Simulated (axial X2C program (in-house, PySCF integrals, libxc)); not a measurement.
# Linear ClSiCl⁺ at several levels

How do method and spin–orbit coupling move the bonds and stretches of ClSiCl⁺, held linear?

Method: all-electron X2C, two-component (2c) or spin-free, Cl dyall-av3z, Si dyall-v3z; program: an in-house X2C program for linear molecules on PySCF integrals.

All values are calculated.

2 further runs of the same task are left out: 2 set aside as unsound or not needed.

## 1. Input

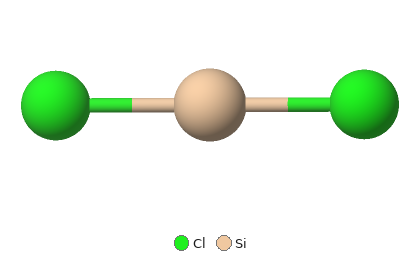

The atoms on one line, bonds 2.150 and 2.150 Å (chlorine green, silicon light orange).

task.json reads:

```json
{"zs": [17, 14, 17], "q": 1, "bas": ["dyall-av3z", "dyall-v3z", "dyall-av3z"], "r0": [2.15, 2.15], "symm": 1, "scan": ["PBE0", "HF", "LDA"], "levels": ["PBE0", "HF", "PBE"], "nst": 2}
```

Keys: zs atomic numbers; q charge; bas basis sets; r0 starting distance in Å; symm equal bonds; scan levels of the two-bond scan (MP2 follows by itself at each HF point); levels methods; nst determinants followed.

On the command line:

```bash
$ python solin.py task.json out
```

Masses Cl 34.969, Si 27.977, Cl 34.969 u.

## 2. Scan at PBE0, 2c

State: Ω = 1/2 (beyond evenly filled blocks: ω = 1/2). Energies above the lowest point, from the job's result record:

```
r(Cl–Si) (Å)  r(Si–Cl) (Å)  E (meV)
      1.9705        1.9705    58.67
      1.9705        2.0210    26.58
      1.9705        2.0715    38.31
      2.0210        1.9705    26.58
      2.0210        2.0210     0.00
      2.0210        2.0715    17.26
      2.0210        2.1221    67.34
      2.0715        1.9705    38.31
      2.0715        2.0210    17.26
      2.0715        2.0715    40.10
      2.1221        2.0210    67.34
      2.1221        2.1221   157.09
```

A quadratic surface with cubic terms in each bond gives the minimum at 2.024 and 2.024 Å, force constants 2.72, 2.72 and coupling 0.35 mdyn/Å.

## 3. Scan at HF, 2c

State: Ω = 1/2 (beyond evenly filled blocks: ω = 1/2). Energies above the lowest point, from the job's result record:

```
r(Cl–Si) (Å)  r(Si–Cl) (Å)  E (meV)
      1.9705        1.9705    50.59
      1.9705        2.0210    21.57
      1.9705        2.0715    32.00
      2.0210        1.9705    21.57
      2.0210        2.0210     0.00
      2.0210        2.0715    18.11
      2.0210        2.1221    63.14
      2.0715        1.9705    32.00
      2.0715        2.0210    18.11
      2.0715        2.0715    44.29
      2.1221        2.0210    63.14
      2.1221        2.1221   160.08
```

A quadratic surface with cubic terms in each bond gives the minimum at 2.020 and 2.020 Å, force constants 2.52, 2.52 and coupling 0.51 mdyn/Å.

## 4. Scan at LDA, 2c

State: Ω = 1/2 (beyond evenly filled blocks: ω = 1/2). Energies above the lowest point, from the job's result record:

```
r(Cl–Si) (Å)  r(Si–Cl) (Å)  E (meV)
      1.9705        1.9705    60.97
      1.9705        2.0210    28.08
      1.9705        2.0715    38.73
      2.0210        1.9705    28.08
      2.0210        2.0210     0.00
      2.0210        2.0715    15.44
      2.0210        2.1221    64.07
      2.0715        1.9705    38.73
      2.0715        2.0210    15.44
      2.0715        2.0715    35.65
      2.1221        2.0210    64.07
      2.1221        2.1221   147.07
```

A quadratic surface with cubic terms in each bond gives the minimum at 2.026 and 2.026 Å, force constants 2.67, 2.67 and coupling 0.30 mdyn/Å.

## 5. The levels side by side

| level | r(Cl–Si) (Å) | r(Si–Cl) (Å) | lower stretch (cm⁻¹) | upper stretch (cm⁻¹) |
| --- | --- | --- | --- | --- |
| PBE0, 2c | 2.024 | 2.024 | 385.8 | 634.1 |
| HF, 2c | 2.020 | 2.020 | 383.5 | 584.7 |
| LDA, 2c | 2.026 | 2.026 | 379.6 | 634.6 |
| MP2, 2c | 2.015 | 2.015 | 404.3 | 679.8 |
| PBE0, spin-free | 2.024 | 2.024 | 385.9 | 634.2 |
| HF, spin-free | 2.020 | 2.020 | 383.7 | 584.9 |
| LDA, spin-free | 2.026 | 2.026 | 379.7 | 634.8 |
| MP2, spin-free | 2.015 | 2.015 | 404.4 | 679.8 |

Scans not shown above were run alike.

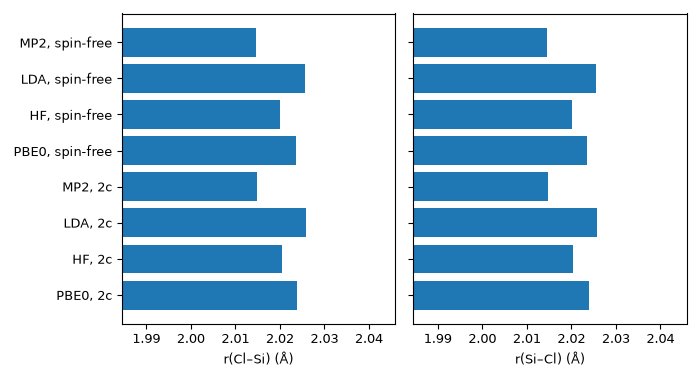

The two bond lengths by level.

What this shows: Over the levels the Cl–Si bond spans 2.015 to 2.026 Å and the Si–Cl bond 2.015 to 2.026 Å. At PBE0 spin–orbit coupling leaves both bonds unchanged to 0.001 Å. Each state is one determinant, the lowest of a limited PBE0 search; the stretches come from a fit to few points and are good to some per cent at best. MP2 freezes inner shells (threshold -2 hartree). The molecule was held linear; bending was not examined, so a bent shape may lie lower.
